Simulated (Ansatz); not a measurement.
# ZnBr2 (138 atoms) in the fluid state, part 2 of 5

Wanted: pair distributions and atomic motion in ZnBr2 (138 atoms) at high temperature.

Ansatz 0.2.0; Kohn-Sham DFT, PBE+D3(BJ), PAW (set soft_2), plane waves.

The cell: 46 Zn and 92 Br. Sampling is at Γ alone, for a cell whose shortest periodic width is 17 Å.

So far. Step 3 (Melting at 1050 K): Over the second half of 690 fs the temperature averages 1209 K, falling from about 1283 to 1100 K (means over the first and last quarter of that half). From first frame to last Zn has the largest mean square displacement, 3.3 Å² at the end; the farthest move is 3.93 Å. By the end of the lags followed (0.34 ps), the least mobile element has a mean square displacement of 1.0 Å², too little over such short lags to show that the memory of the start is lost.

## 4. Brought to 700 K

A Langevin thermostat brings the cell to the temperature of interest.

Input file input.yaml:

```yaml
crystal:
  lattice:
    - [17.0973, 0.0, 0.0]
    - [0.0, 17.0973, 0.0]
    - [0.0, 0.0, 17.0973]
  atoms:
    - { symbol: Zn, position: [0.45245, 0.1398, 0.44637] }
    - { symbol: Zn, position: [0.8367, 0.0817, 0.97491] }
    - { symbol: Zn, position: [0.9044, 0.97902, 0.32145] }
    - { symbol: Zn, position: [0.29912, 0.22154, 0.822] }
    - { symbol: Zn, position: [0.50459, 0.72603, 0.28563] }
    - { symbol: Zn, position: [0.69029, 0.35657, 0.92395] }
    - { symbol: Zn, position: [0.37417, 0.26168, 0.66763] }
    - { symbol: Zn, position: [0.16609, 0.05096, 0.50912] }
    - { symbol: Zn, position: [0.4947, 0.89796, 0.0464] }
    - { symbol: Zn, position: [0.9393, 0.34122, 0.28852] }
    - { symbol: Zn, position: [0.5318, 0.48375, 0.47139] }
    - { symbol: Zn, position: [0.41832, 0.81691, 0.70354] }
    - { symbol: Zn, position: [0.96479, 0.57461, 0.32501] }
    - { symbol: Zn, position: [0.14271, 0.69928, 0.98483] }
    - { symbol: Zn, position: [0.09647, 0.43077, 0.51853] }
    - { symbol: Zn, position: [0.672, 0.51322, 0.07443] }
    - { symbol: Zn, position: [0.78462, 0.92105, 0.4565] }
    - { symbol: Zn, position: [0.17224, 0.26924, 0.37468] }
    - { symbol: Zn, position: [0.70994, 0.88978, 0.67318] }
    - { symbol: Zn, position: [0.94148, 0.33227, 0.84401] }
    - { symbol: Zn, position: [0.91971, 0.84821, 0.65667] }
    - { symbol: Zn, position: [0.36709, 0.55141, 0.12221] }
    - { symbol: Zn, position: [0.50408, 0.02574, 0.59649] }
    - { symbol: Zn, position: [0.3135, 0.87537, 0.22663] }
    - { symbol: Zn, position: [0.61594, 0.13753, 0.24172] }
    - { symbol: Zn, position: [0.7241, 0.36099, 0.68205] }
    - { symbol: Zn, position: [0.63681, 0.09082, 0.74664] }
    - { symbol: Zn, position: [0.07344, 0.13284, 0.96502] }
    - { symbol: Zn, position: [0.3468, 0.0861, 0.03429] }
    - { symbol: Zn, position: [0.82654, 0.66484, 0.06743] }
    - { symbol: Zn, position: [0.75697, 0.63956, 0.89115] }
    - { symbol: Zn, position: [0.39254, 0.57127, 0.7301] }
    [... 100 atom lines left out ...]
    - { symbol: Br, position: [0.38165, 0.23628, 0.38485] }
    - { symbol: Br, position: [0.70949, 0.62248, 0.76128] }
    - { symbol: Br, position: [0.43556, 0.79137, 0.98559] }
    - { symbol: Br, position: [0.47843, 0.6479, 0.15288] }
    - { symbol: Br, position: [0.35834, 0.61553, 0.61418] }
    - { symbol: Br, position: [0.07278, 0.52254, 0.4278] }
kpoints:
  mp_grid: { grid: [1, 1, 1] }
hamiltonian:
  xc: pbe
  dispersion: d3bj
scf:
  occupations: { method: fermi_dirac, width: 0.06 }
output:
  forces: true
md:
  timestep: 3
  n_steps: 170
  ensemble: nvt_langevin
  temperature: 700
  initial_velocities: maxwell_boltzmann
  seed: 1988
```

Run with:

```sh
$ ansatz run input.yaml --threads 32 --pin off --max-ram 143360MiB --backend cuda --events-out ev --progress --plain --runs-dir out
```

Numbers of over 12 decimals in the logs are rounded to 6 here.

The program printed:

```text
[...]
Crystal: 138 atoms, lattice volume = 4997.843 Å³
Basis set: ecut = 420 eV, 97569 PW (Γ), exchange–correlation on 240×240×240 points (8 copies of the dense FFT grid, shifted against one another)
Bands: 736, of which v1, the nominal top of the filled ones, is band 598 counted from 1 (597 counted from 0)
Symmetry: 1 space group operations
k-points: 1
[...]
SCF iter   1: F=—  HF=-408837.881499 eV  |F-HF|=—  |Δ(HF+E_count)|=         —  Δρ=5.05e-3  dr2=5.41e0  ethr=1.77e-3  ⟨swp⟩=6.0  Hψ=3166  notcnv=0  defer=103
[...]
SCF iter   3: F=—  HF=-408837.919920 eV  |F-HF|=—  |Δ(HF+E_count)|=   6.30e-1  Δρ=3.93e-3  dr2=3.22e0  ethr=4.53e-4  ⟨swp⟩=2.0  Hψ=1186  notcnv=0  defer=121
[...]
SCF iter  19: F=-408837.581988 eV  HF=-408837.581988 eV  |F-HF|=6.89e-8  |Δ(HF+E_count)|=   1.98e-8  Δρ=7.63e-7  dr2=7.76e-8  ethr=8.36e-12  ⟨swp⟩=4.0  Hψ=1966  notcnv=0
SCF 1 converged in 19 iterations: F = -408837.581988 eV  dr2 = 7.76e-8
[...]
md step     0: t =     0.00 fs  T =   694.9 K  F+E_penalty+E_count = -408837.58198789 eV  E_kin = 12.396034 eV  (19 SCF iters)
[... from here on, the SCF cycles and remarks between the steps are left out ...]
md step     1: t =     3.00 fs  T =   690.9 K  F+E_penalty+E_count = -408837.46313653 eV  E_kin = 12.323363 eV  (16 SCF iters)
md step     2: t =     6.00 fs  T =   695.6 K  F+E_penalty+E_count = -408837.40808573 eV  E_kin = 12.407920 eV  (16 SCF iters)
md step    14: t =    42.00 fs  T =   786.7 K  F+E_penalty+E_count = -408839.13758240 eV  E_kin = 14.032466 eV  (10 SCF iters)
md step    26: t =    78.00 fs  T =   733.5 K  F+E_penalty+E_count = -408840.01349592 eV  E_kin = 13.084383 eV  (11 SCF iters)
md step    38: t =   114.00 fs  T =   683.8 K  F+E_penalty+E_count = -408840.61735270 eV  E_kin = 12.197677 eV  (11 SCF iters)
md step    50: t =   150.00 fs  T =   808.2 K  F+E_penalty+E_count = -408842.65055438 eV  E_kin = 14.417270 eV  (15 SCF iters)
md step    62: t =   186.00 fs  T =   842.8 K  F+E_penalty+E_count = -408843.26937877 eV  E_kin = 15.033300 eV  (10 SCF iters)
md step    74: t =   222.00 fs  T =   755.4 K  F+E_penalty+E_count = -408843.34155910 eV  E_kin = 13.475239 eV  (10 SCF iters)
md step    86: t =   258.00 fs  T =   663.5 K  F+E_penalty+E_count = -408843.06791894 eV  E_kin = 11.834641 eV  (11 SCF iters)
md step    98: t =   294.00 fs  T =   719.4 K  F+E_penalty+E_count = -408843.94391050 eV  E_kin = 12.833442 eV  (11 SCF iters)
md step   110: t =   330.00 fs  T =   686.5 K  F+E_penalty+E_count = -408844.54088855 eV  E_kin = 12.245207 eV  (14 SCF iters)
md step   122: t =   366.00 fs  T =   705.3 K  F+E_penalty+E_count = -408844.01544927 eV  E_kin = 12.580559 eV  (10 SCF iters)
md step   134: t =   402.00 fs  T =   669.1 K  F+E_penalty+E_count = -408843.57157741 eV  E_kin = 11.934665 eV  (10 SCF iters)
md step   146: t =   438.00 fs  T =   662.1 K  F+E_penalty+E_count = -408845.04531580 eV  E_kin = 11.811314 eV  (10 SCF iters)
md step   158: t =   474.00 fs  T =   672.4 K  F+E_penalty+E_count = -408846.15818011 eV  E_kin = 11.994049 eV  (10 SCF iters)
md step   160: t =   480.00 fs  T =   680.9 K  F+E_penalty+E_count = -408846.18322828 eV  E_kin = 12.144923 eV  (14 SCF iters)
md step   162: t =   486.00 fs  T =   694.9 K  F+E_penalty+E_count = -408846.19042477 eV  E_kin = 12.394832 eV  (10 SCF iters)
md step   164: t =   492.00 fs  T =   712.7 K  F+E_penalty+E_count = -408846.10742492 eV  E_kin = 12.713238 eV  (9 SCF iters)
md step   166: t =   498.00 fs  T =   716.2 K  F+E_penalty+E_count = -408846.01137614 eV  E_kin = 12.775422 eV  (10 SCF iters)
md step   168: t =   504.00 fs  T =   745.3 K  F+E_penalty+E_count = -408846.02188260 eV  E_kin = 13.294685 eV  (11 SCF iters)
md step   169: t =   507.00 fs  T =   725.3 K  F+E_penalty+E_count = -408846.05964056 eV  E_kin = 12.938278 eV  (9 SCF iters)
md step   170: t =   510.00 fs  T =   704.9 K  F+E_penalty+E_count = -408846.10306417 eV  E_kin = 12.573911 eV  (13 SCF iters)
SCF converged after 13 iterations
Free energy (F): -408846.103064 eV
[...]
Internal energy: -408845.831381 eV  (E = F + TS)
E sigma→0 (E₀):  -408845.967223 eV
Entropy (-TS):   -0.271683 eV (-1.969 meV/atom)
Fermi energy:    1.221987 eV
[...]
--- Forces (eV/Å), atoms counted from 1 ---
[... 138 lines of forces left out ...]
  max |Σ_I F_I| component: 1.03e-4 eV/Å
--- MD trajectory: 170 steps, t = 0.0 → 510.0 fs ---
[...]
```

Wall time 3.2 min (1 × NVIDIA GB200 with 32 threads of Arm Neoverse V2, shared host); peak memory 1.9 GiB; 11 min of CPU time.

That memory is the host's.

The trajectory, sampled:

```tsv
time (fs)	T (K)	potential (meV/atom)
0.0	695	0.0
36.0	803	-10.0
72.0	756	-15.9
102.0	746	-23.3
138.0	791	-32.9
174.0	826	-38.3
210.0	759	-39.2
246.0	713	-44.1
270.0	692	-38.6
306.0	680	-45.8
342.0	712	-50.3
378.0	703	-47.3
408.0	676	-44.9
438.0	662	-54.1
474.0	672	-62.1
510.0	705	-61.7
```

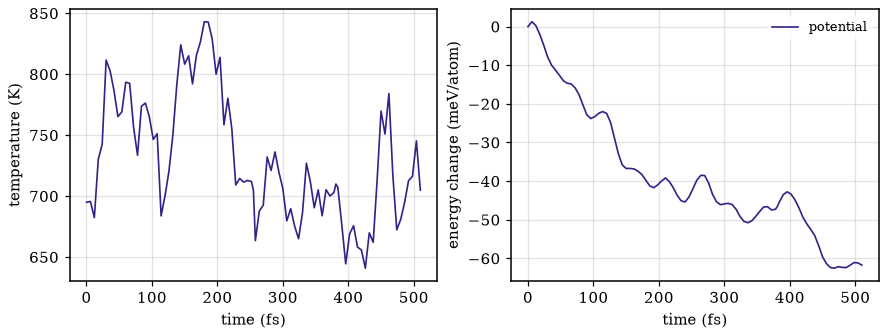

Temperature and energies against time.

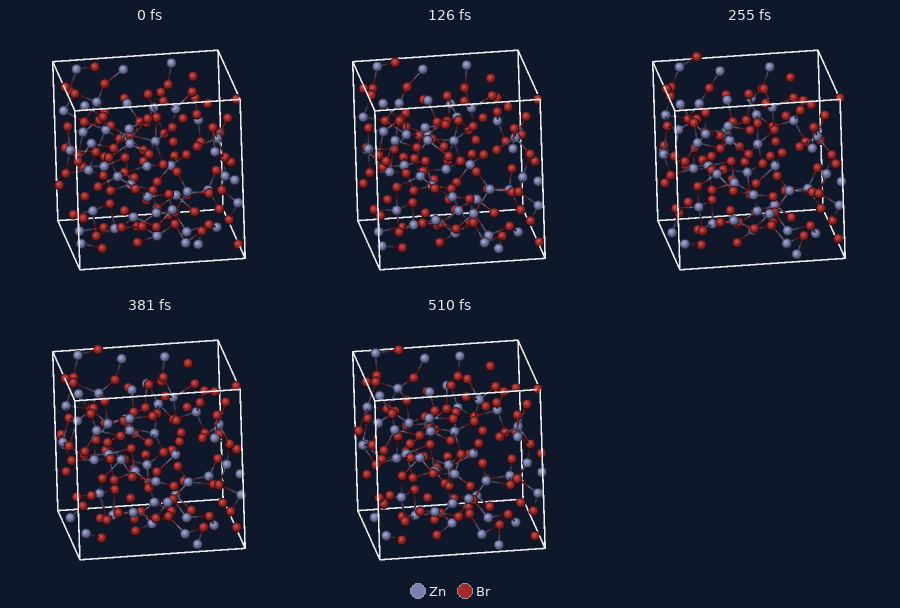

5 frames of the run. Bonds to atoms that aren't drawn are left out.

Mean square displacement from the first frame to the last: Zn 0.63 Å², Br 0.59 Å².

Mean square displacement against time lag:

```tsv
time lag (fs)	Br (Å²)	Zn (Å²)
3	2.0e-4	2.4e-4
12	0.00316	0.00374
33	0.0216	0.0250
45	0.0375	0.0425
66	0.0705	0.0764
75	0.0856	0.0911
87	0.106	0.110
108	0.141	0.143
117	0.156	0.158
138	0.189	0.192
150	0.208	0.212
171	0.239	0.247
180	0.252	0.262
192	0.268	0.281
213	0.297	0.313
222	0.309	0.326
243	0.336	0.354
255	0.351	0.369
```

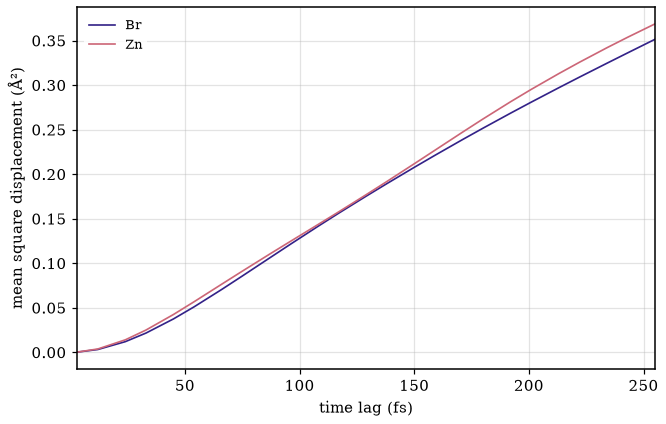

Mean square displacement against time lag.

Over the second half of 510 fs the temperature averages 699 K with swings of 31 K r.m.s. From first frame to last Zn has the largest mean square displacement, 0.63 Å² at the end; the farthest move is 1.78 Å. The run spans 0.51 ps, too short for its means to be equilibrium values.

[end of part 2 of 5]

[Logs are printed without paths, hosts, clocks, repeated set-up lines and the standing remarks that a program may print on its own settings, such as how far it seeks lower states.]

[Hosts, paths, dates, database ids (printed as entryN), source tags and the programs' standing remarks are cut or masked in the printed files.]
